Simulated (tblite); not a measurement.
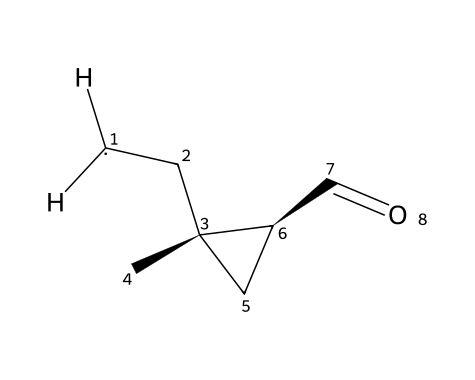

A structural formula, with wedges where it has stereocentres; small numbers name the atoms. The configuration is that of a computed structure (GFN2-xTB).

What are the Cahn–Ingold–Prelog descriptors?

Answer. C3: S; C6: S.

Give a SMILES with the stereochemistry.

Answer. [CH2]C[C@@]1(C)C[C@@H]1C=O
